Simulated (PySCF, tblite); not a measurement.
# C5H8O: magnetic properties

Aim: compute the magnetic properties of C5H8O (`C=COC1CC1`).

Programs: tblite 0.8.0 and PySCF 2.14.0, with routines of our own; each step states its level. All values are computed. Atoms count from 0.

## 1. The starting structure

14 atoms, charge 0, multiplicity 1; geometry from: force field or distance geometry start.

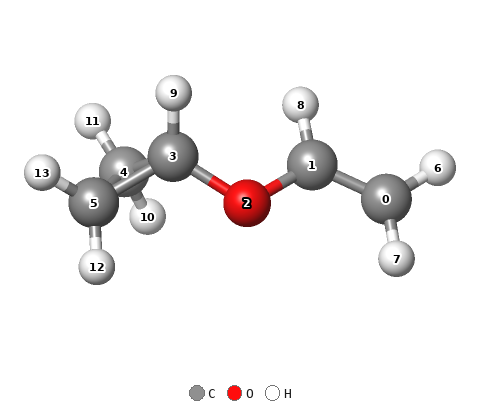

The starting geometry (carbon grey, oxygen red, hydrogen white).

## 2. Relaxing the molecule with GFN2-xTB, one coordinate held

The job: settings as JSON, then the geometry in Å.

```
{"job": {"kind": "relax", "xc": "GFN2-xTB", "basis": "xTB"}, "charge": 0, "multiplicity": 1}
C      2.062800     2.441100     0.144200
C      0.893400     1.866200     0.457400
O      0.540300     0.645900    -0.053500
C     -0.771400     0.236200     0.388600
C     -1.918800     0.676400    -0.459600
C     -1.502900    -0.763100    -0.473000
H      2.334900     3.404600     0.565200
H      2.746100     1.974500    -0.544800
H      0.197700     2.300600     1.158500
H     -0.961900     0.211600     1.471800
H     -1.693000     1.275500    -1.342700
H     -2.851600     0.935000     0.024900
H     -0.994000    -1.138600    -1.339500
H     -2.138500    -1.483700     0.014900
```

On the command line:

```
> OMP_NUM_THREADS=1 python excited_run.py task.json out
```

This one command runs all jobs of the session in turn.

Standard output:

```text
step      E/eV     max force
  0    -511.10116    1.670
  1    -511.14619    0.973
  2    -511.16801    0.593
  3    -511.17814    0.324
  4    -511.18476    0.239
  5    -511.18827    0.214
  6    -511.19212    0.225
  7    -511.19338    0.191
  8    -511.19442    0.186
  9    -511.19539    0.160
 10    -511.19624    0.139
 11    -511.19677    0.121
 12    -511.19720    0.101
 13    -511.19772    0.076
 14    -511.19832    0.087
 15    -511.19893    0.094
 16    -511.19953    0.087
 17    -511.20011    0.067
 18    -511.20060    0.053
 19    -511.20092    0.047
 20    -511.20116    0.058
 21    -511.20142    0.067
 22    -511.20168    0.061
 23    -511.20186    0.038
 24    -511.20195    0.022
 25    -511.20201    0.022
 26    -511.20207    0.028
 27    -511.20215    0.026
 28    -511.20222    0.023
 29    -511.20228    0.025
 30    -511.20235    0.030
 31    -511.20242    0.028
 32    -511.20249    0.025
 33    -511.20254    0.018
 34    -511.20258    0.021
 35    -511.20262    0.019
 36    -511.20266    0.024
 37    -511.20269    0.021
 38    -511.20271    0.013
 39    -511.20273    0.020
 40    -511.20274    0.024
 41    -511.20276    0.026
```

It took 0.2 s on 1 thread of Intel Xeon 6975P-C, shared host.

One coordinate is held by a constraint (a dihedral, as typed in the start), so the force along it need not vanish.

Along the way: (not every step is listed)

```csv
step,energy from step 0 (eV),largest force (eV/Å)
0,0.0000,1.6703
1,-0.0450,0.9726
2,-0.0668,0.5925
3,-0.0770,0.3244
4,-0.0836,0.2386
5,-0.0871,0.2137
6,-0.0910,0.2249
7,-0.0922,0.1915
8,-0.0933,0.1858
10,-0.0951,0.1393
12,-0.0960,0.1010
14,-0.0972,0.0873
16,-0.0984,0.0867
18,-0.0994,0.0532
20,-0.1000,0.0584
22,-0.1005,0.0608
24,-0.1008,0.0221
26,-0.1009,0.0280
28,-0.1011,0.0227
30,-0.1012,0.0296
32,-0.1013,0.0255
34,-0.1014,0.0205
36,-0.1015,0.0240
37,-0.1015,0.0207
38,-0.1016,0.0131
39,-0.1016,0.0203
40,-0.1016,0.0243
41,-0.1016,0.0256
```

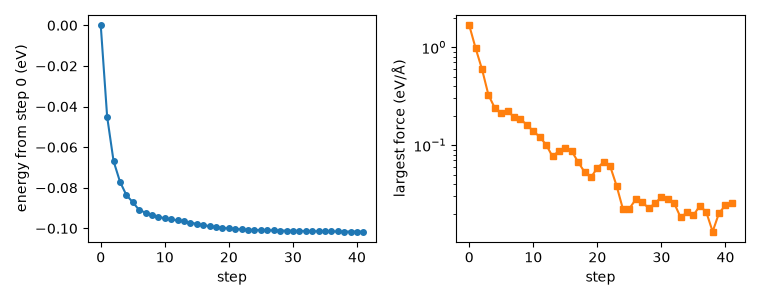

Energy and force, step by step.

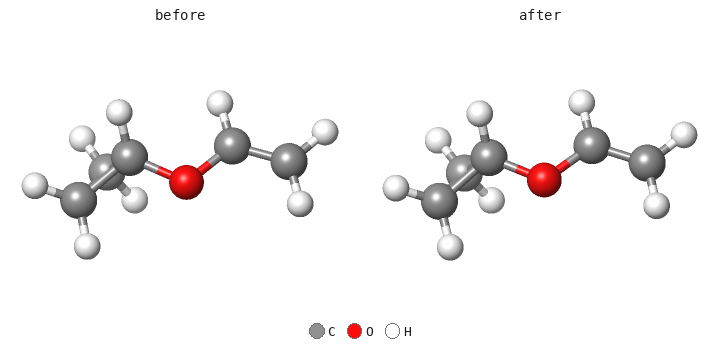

Before and after, at one scale.

Close pairs (by a distance rule), those that changed most:

```
  bond  before (Å)  after (Å)  change (Å)
 O2–C3       1.444      1.395      -0.049
 C0–C1       1.340      1.322      -0.018
 C3–C5       1.509      1.494      -0.015
 C0–H6       1.086      1.073      -0.013
 C3–H9       1.100      1.088      -0.012
C4–H10       1.091      1.079      -0.012
 C3–C4       1.493      1.503      +0.009
 C1–O2       1.369      1.361      -0.008
```

The end geometry stands in the next job.

## 3. Magnetic properties: GIAO B3LYP/pcSseg-1

The job: settings as JSON, then the geometry in Å.

```
{"job": {"kind": "mag", "xc": "B3LYP", "basis": "pcSseg-1", "isotopologues": 0}, "charge": 0, "multiplicity": 1}
C      2.062312     2.407841     0.139481
C      0.903790     1.872438     0.485741
O      0.484948     0.671436     0.001645
C     -0.798269     0.277809     0.381585
C     -1.968688     0.670051    -0.475274
C     -1.467802    -0.745459    -0.476063
H      2.377033     3.348898     0.547446
H      2.717686     1.914592    -0.554536
H      0.229473     2.359324     1.183514
H     -0.942037     0.234899     1.459218
H     -1.763121     1.272931    -1.346145
H     -2.909102     0.890169     0.005900
H     -0.924599    -1.083249    -1.344157
H     -2.057755    -1.509700     0.005258
```

With the program's defaults for keys left out, this is: GIAO B3LYP/pcSseg-1 magnetisability, rotational g tensor and spin-rotation constants, non-relativistic, gas phase.

Standard output:

```text
coarse grid: 11480 points
cycle   1  E = -270.3358094297  dE =  8.764e-01  |g| = 6.161e-01  |ddm| = 3.278e+00
cycle   2  E = -270.2740518864  dE =  6.176e-02  |g| = 8.439e-01  |ddm| = 1.129e+00
cycle   3  E = -270.4132712126  dE = -1.392e-01  |g| = 1.027e-01  |ddm| = 6.984e-01
cycle   4  E = -270.4150473619  dE = -1.776e-03  |g| = 3.728e-02  |ddm| = 8.119e-02
cycle   5  E = -270.4153053398  dE = -2.580e-04  |g| = 1.416e-02  |ddm| = 3.379e-02
cycle   6  E = -270.4153510940  dE = -4.575e-05  |g| = 4.318e-03  |ddm| = 1.457e-02
cycle   7  E = -270.4153554922  dE = -4.398e-06  |g| = 8.461e-04  |ddm| = 3.921e-03
final grid: 110224 points
cycle   8  E = -270.4748664739  dE = -3.587e-05  |g| = 6.832e-03  |ddm| = 2.155e-02
cycle   9  E = -270.4748584092  dE =  8.065e-06  |g| = 9.393e-03  |ddm| = 1.092e-02
cycle  10  E = -270.4748768425  dE = -1.843e-05  |g| = 1.379e-03  |ddm| = 6.389e-03
cycle  11  E = -270.4748772182  dE = -3.757e-07  |g| = 1.959e-04  |ddm| = 1.239e-03
cycle  12  E = -270.4748772226  dE = -4.441e-09  |g| = 1.388e-04  |ddm| = 2.614e-04
cycle  13  E = -270.4748772275  dE = -4.872e-09  |g| = 2.311e-05  |ddm| = 1.156e-04
cycle  14  E = -270.4748772276  dE = -1.108e-10  |g| = 7.920e-06  |ddm| = 2.048e-05
converged SCF energy = -270.4748772276

Magnetisability tensor (1e-30 J/T^2)
    -1077.83      -42.30       39.75
      -42.30     -957.48       74.23
       39.75       74.23    -1005.83
isotropic -1013.71   principal values   -1126.82  -1011.50   -902.82
isotropic susceptibility -61.047 1e-6 cm^3/mol

Inertial axes            a          b          c
rot. const./GHz     12.7394     1.9265     1.8328
chi total           -63.579    -57.376    -62.187
chi diamagnetic    -182.720   -722.922   -755.407
chi paramagnetic    119.141    665.547    693.220
quadrupole/D A        1.502     -1.735      0.233
g nuclear            0.6998     0.5965     0.5944
g electronic        -0.7130    -0.6024    -0.5969
g total             -0.0133    -0.0059    -0.0025

Spin-rotation constants (kHz, H = +C I.J)
atom  isotope        aa         bb         cc
  6     1H        0.131     -0.099     -0.195
  7     1H       -1.285      0.002     -0.074
  8     1H       -1.201      0.027     -0.057
  9     1H       -1.288     -0.208      0.082
 10     1H       -1.283     -0.194     -0.025
 11     1H       -1.056     -0.086     -0.168
 12     1H       -1.387     -0.126     -0.067
 13     1H       -0.444     -0.196     -0.144
  0    13C*       3.702      0.564      0.380
  1    13C*       4.420      0.813      0.600
  2    17O*      -2.647     -0.307     -0.243
  3    13C*       2.212      0.432      0.410
  4    13C*       1.355      0.363      0.192
* in the singly substituted isotopologue
```

Wall time 12 s (1 thread of Intel Xeon 6975P-C, shared host); peak memory 0.68 GiB.

In short:

```
              quantity                      value
       magnetisability           -1014·10⁻³⁰ J/T²
  molar susceptibility         -61.0·10⁻⁶ cm³/mol
rotational g (a, b, c)  -0.0133, -0.0059, -0.0025
```

## 4. Summary of results

```
                                            quantity                      value
       magnetisability (step 3, GIAO B3LYP/pcSseg-1)           -1014·10⁻³⁰ J/T²
  molar susceptibility (step 3, GIAO B3LYP/pcSseg-1)         -61.0·10⁻⁶ cm³/mol
rotational g (a, b, c) (step 3, GIAO B3LYP/pcSseg-1)  -0.0133, -0.0059, -0.0025
```

**Reading.** The values above hold for this geometry and these levels alone. Vibrational averaging and real surroundings are missing from these values.
